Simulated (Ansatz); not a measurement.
# GeH4O2Se: shift of H6 from Ge2 to O1

How high is the barrier for the shift of H6 from Ge2 to O1? Relax the two ends, then run a nudged elastic band between them. SMILES of the start: [OH][GeH]([OH])[SeH].

Program: Ansatz 0.2.0. Level of theory: RKS B3LYP/def2-SVP. These are calculated values, not measurements.

## Step 1: The structure to begin with

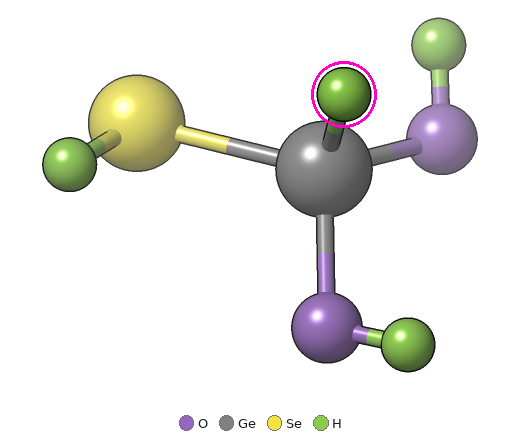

The starting structure, seen from a chosen angle (oxygen purple, germanium grey, selenium yellow, hydrogen green). Ringed: H6.

Coordinates:

```xyz
8

O    -0.4310    0.9958   -1.4661
Ge    0.0260    0.1618   -0.0045
O     1.6098   -0.5607   -0.2822
Se   -1.4528   -1.5261    0.4729
H    -1.3555    1.4262   -1.2602
H     0.0972    1.1688    1.1873
H     2.2705    0.2141   -0.4056
H    -0.6720   -1.9370    1.7026
```

## Step 2: End point A

The input, input.yaml:

```yaml
crystal:
  periodic: [false, false, false]
  atoms:
    - { symbol: O, position_ang: [-0.431, 0.9958, -1.4661] }
    - { symbol: Ge, position_ang: [0.026, 0.1618, -0.0045] }
    - { symbol: O, position_ang: [1.6098, -0.5607, -0.2822] }
    - { symbol: Se, position_ang: [-1.4528, -1.5261, 0.4729] }
    - { symbol: H, position_ang: [-1.3555, 1.4262, -1.2602] }
    - { symbol: H, position_ang: [0.0972, 1.1688, 1.1873] }
    - { symbol: H, position_ang: [2.2705, 0.2141, -0.4056] }
    - { symbol: H, position_ang: [-0.672, -1.937, 1.7026] }
basis:
  gaussian: { orbitals: def2-SVP }
hamiltonian:
  xc: b3lyp
relax:
  f_tol: 0.02
  max_steps: 50
output:
  orbitals: {}
```

Started as:

```bash
$ ansatz run input.yaml --threads 2 --pin off --max-ram 3072MiB --backend cpu --events-out ev --progress --plain --runs-dir out
```

The log of the run, shortened:

```text
Warning: RAYON_NUM_THREADS=2 ignored (pool sized by the plan → 2); use --threads N
[...]
Functional definition: B3LYP
[...]
1161 factors; integrals over basis functions are off by at most 2.9e-4 eV
[...]
mean field -126012.39982753 eV, -4630.8702793894 hartree, gradient 2.3e-5 eV, S^2 0.000000; 0 other end points of the search recorded, 0 dependent functions left out
[...]
reference -126012.40005750 eV, -4630.8702878406 hartree; 43, 43 occupied and 69, 69 virtual orbitals, 1161 factors
relax step   1: F+E_penalty+E_count = -126012.39982753 eV  Δ(F+E_penalty+E_count) = +0.000e0 eV  max|allowed force component| = 3.054e0 eV/Å  Δτ_max = 0.0000 Å  (27 SCF iters, accepted)
[...]
relax step   8: F+E_penalty+E_count = -126012.73929778 eV  Δ(F+E_penalty+E_count) = -1.238e-2 eV  max|allowed force component| = 2.167e-1 eV/Å  Δτ_max = 0.2000 Å  (29 SCF iters, accepted)
[...]
relax step  15: F+E_penalty+E_count = -126012.79879252 eV  Δ(F+E_penalty+E_count) = -9.132e-3 eV  max|allowed force component| = 1.407e-1 eV/Å  Δτ_max = 0.1500 Å  (32 SCF iters, accepted)
[...]
relax step  22: F+E_penalty+E_count = -126012.81159334 eV  Δ(F+E_penalty+E_count) = -6.535e-3 eV  max|allowed force component| = 1.978e-1 eV/Å  Δτ_max = 0.1703 Å  (28 SCF iters, accepted)
[...]
relax step  27: F+E_penalty+E_count = -126012.83007163 eV  Δ(F+E_penalty+E_count) = -6.425e-3 eV  max|allowed force component| = 2.378e-1 eV/Å  Δτ_max = 0.0858 Å  (29 SCF iters, accepted)
relax step  28: F+E_penalty+E_count = -126012.83533159 eV  Δ(F+E_penalty+E_count) = -5.260e-3 eV  max|allowed force component| = 4.708e-2 eV/Å  Δτ_max = 0.0948 Å  (29 SCF iters, accepted)
```

## Step 3: The log goes on: end point A relaxed

The log, continued:

```text
relax step  29: F+E_penalty+E_count = -126012.64392952 eV  Δ(F+E_penalty+E_count) = +1.914e-1 eV  max|allowed force component| = 2.954e0 eV/Å  Δτ_max = 0.1981 Å  (31 SCF iters, rejected (line search))
relax step  30: F+E_penalty+E_count = -126012.83504836 eV  Δ(F+E_penalty+E_count) = +2.832e-4 eV  max|allowed force component| = 1.962e-1 eV/Å  Δτ_max = 0.0672 Å  (28 SCF iters, rejected (line search))
relax step  31: F+E_penalty+E_count = -126012.83749689 eV  Δ(F+E_penalty+E_count) = -2.165e-3 eV  max|allowed force component| = 4.926e-2 eV/Å  Δτ_max = 0.0328 Å  (26 SCF iters, accepted)
relax step  32: F+E_penalty+E_count = -126012.83870752 eV  Δ(F+E_penalty+E_count) = -1.211e-3 eV  max|allowed force component| = 8.044e-2 eV/Å  Δτ_max = 0.0477 Å  (25 SCF iters, accepted)
relax step  33: F+E_penalty+E_count = -126012.83875875 eV  Δ(F+E_penalty+E_count) = -5.123e-5 eV  max|allowed force component| = 1.060e-1 eV/Å  Δτ_max = 0.0099 Å  (27 SCF iters, accepted)
relax step  34: F+E_penalty+E_count = -126012.83191348 eV  Δ(F+E_penalty+E_count) = +6.845e-3 eV  max|allowed force component| = 6.664e-1 eV/Å  Δτ_max = 0.0954 Å  (30 SCF iters, rejected (line search))
relax step  35: F+E_penalty+E_count = -126012.84036629 eV  Δ(F+E_penalty+E_count) = -1.608e-3 eV  max|allowed force component| = 4.352e-2 eV/Å  Δτ_max = 0.0477 Å  (26 SCF iters, accepted)
relax step  36: F+E_penalty+E_count = -126012.83383399 eV  Δ(F+E_penalty+E_count) = +6.532e-3 eV  max|allowed force component| = 6.949e-1 eV/Å  Δτ_max = 0.0992 Å  (29 SCF iters, rejected (line search))
[...]
relax step  37: F+E_penalty+E_count = -126012.84052901 eV  Δ(F+E_penalty+E_count) = -1.627e-4 eV  max|allowed force component| = 5.300e-2 eV/Å  Δτ_max = 0.0393 Å  (26 SCF iters, accepted)
these checks for a lower state are left out or cut short: starts, cluster_reference, orbital_swaps, neighbouring_geometries, increment
1161 factors; integrals over basis functions are off by at most 5.2e-4 eV
mean field -126012.84141644 eV, -4630.8865074823 hartree, gradient 5.2e-5 eV, S^2 0.000000; 0 other end points of the search recorded, 0 dependent functions left out
the calculation of the forces begins
reference -126012.84164378 eV, -4630.8865158369 hartree; 43, 43 occupied and 69, 69 virtual orbitals, 1161 factors
relax step  38: F+E_penalty+E_count = -126012.84141644 eV  Δ(F+E_penalty+E_count) = -8.874e-4 eV  max|allowed force component| = 1.012e-1 eV/Å  Δτ_max = 0.0257 Å  (26 SCF iters, accepted)
these checks for a lower state are left out or cut short: starts, cluster_reference, orbital_swaps, neighbouring_geometries, increment
1161 factors; integrals over basis functions are off by at most 5.2e-4 eV
mean field -126012.84150972 eV, -4630.8865109106 hartree, gradient 2.0e-5 eV, S^2 0.000000; 0 other end points of the search recorded, 0 dependent functions left out
the calculation of the forces begins
reference -126012.84173713 eV, -4630.8865192675 hartree; 43, 43 occupied and 69, 69 virtual orbitals, 1161 factors
relax step  39: F+E_penalty+E_count = -126012.84150972 eV  Δ(F+E_penalty+E_count) = -9.329e-5 eV  max|allowed force component| = 7.002e-2 eV/Å  Δτ_max = 0.0666 Å  (28 SCF iters, accepted)
these checks for a lower state are left out or cut short: starts, cluster_reference, orbital_swaps, neighbouring_geometries, increment
1161 factors; integrals over basis functions are off by at most 5.2e-4 eV
mean field -126012.84175918 eV, -4630.8865200778 hartree, gradient 5.8e-5 eV, S^2 0.000000; 0 other end points of the search recorded, 0 dependent functions left out
the calculation of the forces begins
reference -126012.84198660 eV, -4630.8865284355 hartree; 43, 43 occupied and 69, 69 virtual orbitals, 1161 factors
relax step  40: F+E_penalty+E_count = -126012.84175918 eV  Δ(F+E_penalty+E_count) = -2.495e-4 eV  max|allowed force component| = 7.702e-2 eV/Å  Δτ_max = 0.0478 Å  (25 SCF iters, accepted)
these checks for a lower state are left out or cut short: starts, cluster_reference, orbital_swaps, neighbouring_geometries, increment
1161 factors; integrals over basis functions are off by at most 5.2e-4 eV
mean field evaluation 256: about -126012.8420 eV, gradient 7.8e-2 eV
mean field -126012.84201780 eV, -4630.8865295821 hartree, gradient 5.1e-5 eV, S^2 0.000000; 0 other end points of the search recorded, 0 dependent functions left out
the calculation of the forces begins
reference -126012.84224531 eV, -4630.8865379430 hartree; 43, 43 occupied and 69, 69 virtual orbitals, 1161 factors
relax step  41: F+E_penalty+E_count = -126012.84201780 eV  Δ(F+E_penalty+E_count) = -2.586e-4 eV  max|allowed force component| = 4.151e-2 eV/Å  Δτ_max = 0.0199 Å  (26 SCF iters, accepted)
these checks for a lower state are left out or cut short: starts, cluster_reference, orbital_swaps, neighbouring_geometries, increment
1161 factors; integrals over basis functions are off by at most 5.2e-4 eV
mean field -126012.84218296 eV, -4630.8865356517 hartree, gradient 5.2e-5 eV, S^2 0.000000; 0 other end points of the search recorded, 0 dependent functions left out
the calculation of the forces begins
reference -126012.84241050 eV, -4630.8865440136 hartree; 43, 43 occupied and 69, 69 virtual orbitals, 1161 factors
relax step  42: F+E_penalty+E_count = -126012.84218296 eV  Δ(F+E_penalty+E_count) = -1.652e-4 eV  max|allowed force component| = 6.347e-2 eV/Å  Δτ_max = 0.0228 Å  (26 SCF iters, accepted)
these checks for a lower state are left out or cut short: starts, cluster_reference, orbital_swaps, neighbouring_geometries, increment
1161 factors; integrals over basis functions are off by at most 5.2e-4 eV
mean field -126012.84223751 eV, -4630.8865376562 hartree, gradient 5.1e-5 eV, S^2 0.000000; 0 other end points of the search recorded, 0 dependent functions left out
the calculation of the forces begins
reference -126012.84246490 eV, -4630.8865460127 hartree; 43, 43 occupied and 69, 69 virtual orbitals, 1161 factors
relax step  43: F+E_penalty+E_count = -126012.84223751 eV  Δ(F+E_penalty+E_count) = -5.455e-5 eV  max|allowed force component| = 5.988e-2 eV/Å  Δτ_max = 0.0111 Å  (27 SCF iters, accepted)
these checks for a lower state are left out or cut short: starts, cluster_reference, orbital_swaps, neighbouring_geometries, increment
1161 factors; integrals over basis functions are off by at most 5.2e-4 eV
mean field -126012.84234208 eV, -4630.8865414991 hartree, gradient 5.1e-5 eV, S^2 0.000000; 0 other end points of the search recorded, 0 dependent functions left out
the calculation of the forces begins
reference -126012.84256956 eV, -4630.8865498589 hartree; 43, 43 occupied and 69, 69 virtual orbitals, 1161 factors
relax step  44: F+E_penalty+E_count = -126012.84234208 eV  Δ(F+E_penalty+E_count) = -1.046e-4 eV  max|allowed force component| = 1.752e-2 eV/Å  Δτ_max = 0.0080 Å  (27 SCF iters, accepted)
1161 factors; integrals over basis functions are off by at most 5.2e-4 eV
mean field evaluation 288: about -126012.8423 eV, gradient 4.5e-4 eV
mean field -126012.84234208 eV, -4630.8865414991 hartree, gradient 5.1e-5 eV, S^2 0.000000; 1 other end points of the search recorded, 0 dependent functions left out
the calculation of the forces begins
reference -126012.84256956 eV, -4630.8865498589 hartree; 43, 43 occupied and 69, 69 virtual orbitals, 1161 factors
Total energy: -126012.84256956 eV, -4630.8865498589 hartree
Atom 0 at    -0.734898     1.245761    -0.759637 Å, force    -0.001268    -0.007707    -0.009845 eV/Å
Atom 1 at     0.229395     0.138979     0.251954 Å, force    -0.003445     0.014240     0.017525 eV/Å
Atom 2 at     1.702942    -0.371218    -0.612591 Å, force     0.000781    -0.001833    -0.003236 eV/Å
Atom 3 at    -0.822443    -1.940948     0.635335 Å, force     0.003841     0.001909    -0.001650 eV/Å
Atom 4 at    -1.106469     0.805336    -1.537145 Å, force    -0.004219     0.003387    -0.003286 eV/Å
Atom 5 at     0.520144     0.977996     1.507538 Å, force     0.003220    -0.010891     0.000468 eV/Å
Atom 6 at     2.219311     0.382261    -0.931681 Å, force     0.001181    -0.000627     0.000299 eV/Å
Atom 7 at    -1.915783    -1.295268     1.390427 Å, force    -0.000091     0.001523    -0.000274 eV/Å
Dipole moment:    -0.037051     0.196656    -0.056092 e Å
```

Wall time 2.9 min (2 threads of Arm Neoverse V1, shared host); peak memory 0.29 GiB.

Step by step, one in 2:

```csv
step,energy from step 1 (eV),largest force component (eV/Å)
1,0.0000,3.0543
3,-0.2900,0.3555
5,-0.3180,0.1038
7,-0.3271,0.0465
9,-0.3397,0.5869
11,-0.3779,0.2750
13,-0.3861,0.2672
15,-0.3990,0.1406
17,-0.4016,0.0862
19,-0.4034,0.1287
21,-0.4052,0.2132
23,-0.4152,0.0513
25,-0.4220,0.2724
27,-0.4302,0.2378
29x,-0.2441,2.9543
31,-0.4377,0.0493
33,-0.4389,0.1060
35,-0.4405,0.0435
37,-0.4407,0.0530
39,-0.4417,0.0700
41,-0.4422,0.0415
43,-0.4424,0.0599
44,-0.4425,0.0175
```

Step 1 is the start. 6 steps were tried and not accepted (marked x).

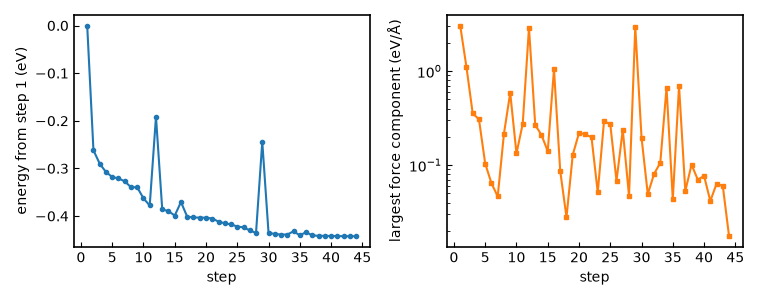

How energy and force went from step to step.

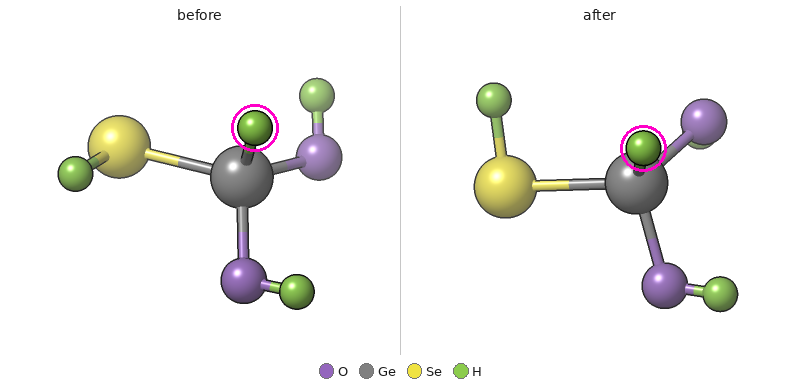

The structure before (left) and after (right), drawn at the same scale.

After: Bond lengths: O1–Ge2 1.783 Å, Ge2–O3 1.783 Å, Ge2–Se4 2.362 Å, O1–H5 0.968 Å, Ge2–H6 1.538 Å, O3–H7 0.968 Å, Se4–H8 1.477 Å. Angles: O1–Ge2–O3 110.5°, O1–Ge2–Se4 113.4°, O1–Ge2–H6 103.1°, O3–Ge2–Se4 101.2°, O3–Ge2–H6 113.3°, Se4–Ge2–H6 115.6°, Ge2–O1–H5 112.4°, Ge2–O3–H7 112.2°, Ge2–Se4–H8 91.6°.

## Step 4: End point B

The second end starts from a geometry with the move made by hand.

Edit input.yaml of step 2 so:

```diff
@@ -8,3 +8,3 @@
     - { symbol: H, position_ang: [-1.3555, 1.4262, -1.2602] }
-    - { symbol: H, position_ang: [0.0972, 1.1688, 1.1873] }
+    - { symbol: H, position_ang: [0.414, 1.11297, -1.96845] }
     - { symbol: H, position_ang: [2.2705, 0.2141, -0.4056] }
@@ -18,3 +18 @@
   max_steps: 50
-output:
-  orbitals: {}
```

Started as:

```bash
$ ansatz run input.yaml --threads 2 --pin off --max-ram 3072MiB --backend cpu --events-out ev --progress --plain --runs-dir out
```

The log of the run, shortened:

```text
Warning: RAYON_NUM_THREADS=2 ignored (pool sized by the plan → 2); use --threads N
[...]
Functional definition: B3LYP
[...]
1164 factors; integrals over basis functions are off by at most 3.0e-4 eV
[...]
mean field -126008.99676581 eV, -4630.7452191779 hartree, gradient 1.4e-5 eV, S^2 0.000000; 0 other end points of the search recorded, 0 dependent functions left out
[...]
Atom 3 at    -0.638111    -2.077091     0.513013 Å, force    -0.007008    -0.009545     0.000691 eV/Å
Atom 4 at    -0.710211     1.894566    -1.451387 Å, force    -0.003368     0.012489     0.004087 eV/Å
Atom 5 at    -0.000885     0.561720    -1.777749 Å, force    -0.002894    -0.004727    -0.000700 eV/Å
Atom 6 at     2.301968     0.396306    -0.653182 Å, force     0.003921     0.007252    -0.000595 eV/Å
Atom 7 at    -1.603803    -1.768161     1.587891 Å, force     0.000030    -0.000950    -0.000798 eV/Å
Dipole moment:     0.217181     0.825825    -0.144386 e Å
```

Run time: 77 s. Hardware: 2 threads of Arm Neoverse V1, shared host; peak memory 0.29 GiB.

Relaxation path:

```csv
step,energy from step 1 (eV),largest force component (eV/Å)
1,0.0000,8.0271
2,-1.7300,4.8743
3,-2.7600,1.3560
4,-3.1073,1.4121
5,-3.2033,1.2389
6,-3.2916,0.3198
7,-3.3295,0.5939
8,-3.3682,0.3420
9,-3.3924,0.3450
10,-3.4100,0.8336
11,-3.4455,0.3652
12,-3.4841,0.2375
13,-3.5182,0.2032
14,-3.5216,0.3182
15x,-3.4718,0.6849
16,-3.5249,0.1531
17,-3.5277,0.1668
18x,-3.5269,0.1492
19,-3.5297,0.0125
```

Step 1 is the start. 2 steps were tried and not accepted (marked x).

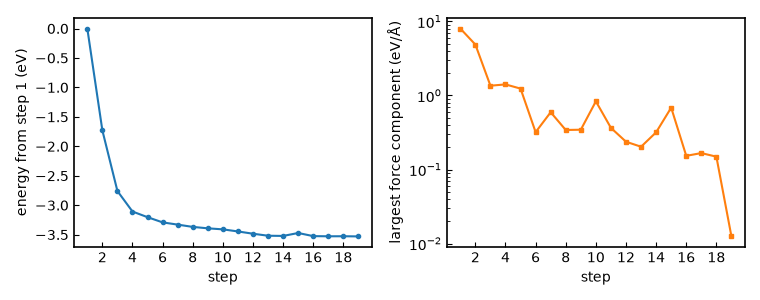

Energy and largest force along the relaxation.

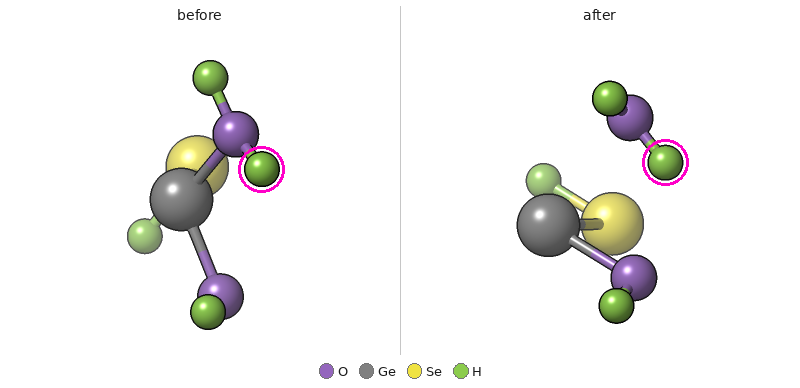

Before and after, at one scale.

After: Bond lengths: Ge2–O3 1.857 Å, Ge2–Se4 2.417 Å, O1–H5 0.969 Å, O1–H6 0.980 Å, O3–H7 0.967 Å, Se4–H8 1.478 Å. Angles: Ge2–O3–H7 110.9°, O3–Ge2–Se4 93.3°, Ge2–Se4–H8 91.7°, H5–O1–H6 104.9°.

Pairs that crossed the distance rule for bonds on the way: moved apart O1–Ge2.

## Step 5: Nudged elastic band

crystal.atoms is end A as relaxed above, and neb.final_atoms is end B, turned to lie on A. With 5 inner images the band has 7 in all. The start path is listed, through a guess of the saddle.

The input, input.yaml:

```yaml
crystal:
  periodic: [false, false, false]
  atoms:
    - { symbol: O, position_ang: [-0.734898, 1.245761, -0.759637] }
    - { symbol: Ge, position_ang: [0.229395, 0.138979, 0.251954] }
    - { symbol: O, position_ang: [1.702942, -0.371218, -0.612591] }
    - { symbol: Se, position_ang: [-0.822443, -1.940948, 0.635335] }
    - { symbol: H, position_ang: [-1.106469, 0.805336, -1.537145] }
    - { symbol: H, position_ang: [0.520144, 0.977996, 1.507538] }
    - { symbol: H, position_ang: [2.219311, 0.382261, -0.931681] }
    - { symbol: H, position_ang: [-1.915783, -1.295268, 1.390427] }
basis:
  gaussian: { orbitals: def2-SVP }
hamiltonian:
  xc: b3lyp
neb:
  order_check: false
  images: 5
  f_tol: 0.05
  max_iterations: 60
  final_atoms:
    - { symbol: O, position_ang: [-0.7870579, 1.07027225, -0.85605213] }
    - { symbol: Ge, position_ang: [0.30986026, 0.04252687, 1.03709642] }
    - { symbol: O, position_ang: [1.47623961, -0.2608449, -0.37602556] }
    - { symbol: Se, position_ang: [-0.80304516, -2.08501325, 0.7585645] }
    - { symbol: H, position_ang: [-0.63393275, 2.02683804, -0.88527401] }
    - { symbol: H, position_ang: [-0.0253074, 0.67923758, -1.33213212] }
    - { symbol: H, position_ang: [2.28053598, 0.26802845, -0.27897591] }
    - { symbol: H, position_ang: [-1.72509363, -1.79814604, 1.87699882] }
  initial_path:
    images:
      - { positions_ang: [[-0.734898, 1.245761, -0.759637], [0.229395, 0.138979, 0.251954], [1.702942, -0.371218, -0.612591], [-0.822443, -1.940948, 0.635335], [-1.106469, 0.805336, -1.537145], [0.520144, 0.977996, 1.507538], [2.219311, 0.382261, -0.931681], [-1.915783, -1.295268, 1.390427]] }
      - { positions_ang: [[-0.62883479, 1.21451041, -0.87813879], [0.15408953, 0.13056017, 0.24173663], [1.65913806, -0.44926107, -0.45559449], [-1.05572179, -1.82201349, 0.57411872], [-1.18173559, 1.0616627, -1.31100799], [0.44708986, 1.08905534, 0.97851372], [2.23046187, 0.30863299, -0.67200522], [-1.53228814, -1.59024805, 1.46657743]] }
      - { positions_ang: [[-0.52277159, 1.18325981, -0.99664057], [0.07878406, 0.12214135, 0.23151925], [1.61533413, -0.52730414, -0.29859799], [-1.28900058, -1.70307898, 0.51290243], [-1.25700219, 1.31798941, -1.08487098], [0.37403572, 1.20011468, 0.44948943], [2.24161273, 0.23500498, -0.41232943], [-1.14879328, -1.88522811, 1.54272785]] }
      - { positions_ang: [[-0.41670838, 1.15200922, -1.11514236], [0.00347859, 0.11372252, 0.22130188], [1.57153019, -0.60534722, -0.14160148], [-1.52227937, -1.58414448, 0.45168615], [-1.33226878, 1.57431611, -0.85873397], [0.30098157, 1.31117403, -0.07953485], [2.2527636, 0.16137698, -0.15265365], [-0.76529842, -2.18020816, 1.61887828]] }
      - { positions_ang: [[-0.54015822, 1.12476356, -1.02877895], [0.10560581, 0.08999064, 0.49323339], [1.53976667, -0.49051311, -0.21974284], [-1.28253463, -1.75110073, 0.55397893], [-1.0994901, 1.72515675, -0.86758065], [0.19221858, 1.10052855, -0.49706727], [2.26202106, 0.19692747, -0.19476107], [-1.08523016, -2.05285412, 1.70491846]] }
      - { positions_ang: [[-0.66360806, 1.0975179, -0.94241554], [0.20773303, 0.06625876, 0.76516491], [1.50800314, -0.37567901, -0.2978842], [-1.0427899, -1.91805699, 0.65627172], [-0.86671143, 1.8759974, -0.87642733], [0.08345559, 0.88988306, -0.9145997], [2.27127852, 0.23247796, -0.23686849], [-1.40516189, -1.92550008, 1.79095864]] }
      - { positions_ang: [[-0.7870579, 1.07027225, -0.85605213], [0.30986026, 0.04252687, 1.03709642], [1.47623961, -0.2608449, -0.37602556], [-0.80304516, -2.08501325, 0.7585645], [-0.63393275, 2.02683804, -0.88527401], [-0.0253074, 0.67923758, -1.33213212], [2.28053598, 0.26802845, -0.27897591], [-1.72509363, -1.79814604, 1.87699882]] }
```

Started as:

```bash
$ ansatz run input.yaml --threads 2 --pin off --max-ram 3072MiB --backend cpu --events-out ev --progress --plain --runs-dir out
```

The log of the run, shortened:

```text
Warning: RAYON_NUM_THREADS=2 ignored (pool sized by the plan → 2); use --threads N
[...]
Functional definition: B3LYP
[...]
1161 factors; integrals over basis functions are off by at most 2.4e-4 eV
[...]
mean field -126012.84236008 eV, -4630.8865421607 hartree, gradient 1.6e-5 eV, S^2 0.000000; 0 other end points of the search recorded, 0 dependent functions left out
[...]
NEB iter   5: max|band force component| = 1.508e0 eV/Å  barrier→ = 2.1386 eV  barrier← = 1.8227 eV  Δτ_max = 0.1003 Å  (146 SCF iters)
[...]
NEB iter   7: max|band force component| = 7.165e-1 eV/Å  barrier→ = 1.6735 eV  barrier← = 1.3576 eV  Δτ_max = 0.2000 Å  (141 SCF iters)
NEB iter   8: max|band force component| = 7.833e-1 eV/Å  barrier→ = 1.7892 eV  barrier← = 1.4733 eV  Δτ_max = 0.2000 Å  (144 SCF iters)
NEB iter   9: max|band force component| = 1.359e0 eV/Å  barrier→ = 1.7220 eV  barrier← = 1.4062 eV  CI = image 3  Δτ_max = 0.1988 Å  (136 SCF iters)
```

## Step 6: The log goes on: band between the two ends

The log, continued, shortened:

```text
NEB iter  10: max|band force component| = 1.442e0 eV/Å  barrier→ = 2.1565 eV  barrier← = 1.8406 eV  CI = image 3  Δτ_max = 0.1993 Å  (139 SCF iters)
[...]
NEB iter  17: max|band force component| = 8.397e-2 eV/Å  barrier→ = 2.4239 eV  barrier← = 2.1080 eV  CI = image 3  Δτ_max = 0.0441 Å  (137 SCF iters)
[...]
Atom 4 at    -1.319655     1.154254    -1.048029 Å, force     0.002885     0.011727    -0.013405 eV/Å
Atom 5 at    -0.150076     1.496150     0.575490 Å, force     0.012486    -0.004097    -0.012939 eV/Å
Atom 6 at     2.382794     0.123989    -0.762606 Å, force     0.000742    -0.000206     0.004570 eV/Å
Atom 7 at    -1.781434    -1.464166     1.540177 Å, force    -0.001587    -0.001180     0.001040 eV/Å
Dipole moment:    -0.210217     0.326919     0.166099 e Å
this run last wrote the band of iteration 40 to <dir>
```

Run time: 12 min. Hardware: 2 threads of Arm Neoverse V1, shared host; peak memory 0.31 GiB.

[end of part 1 of 2]
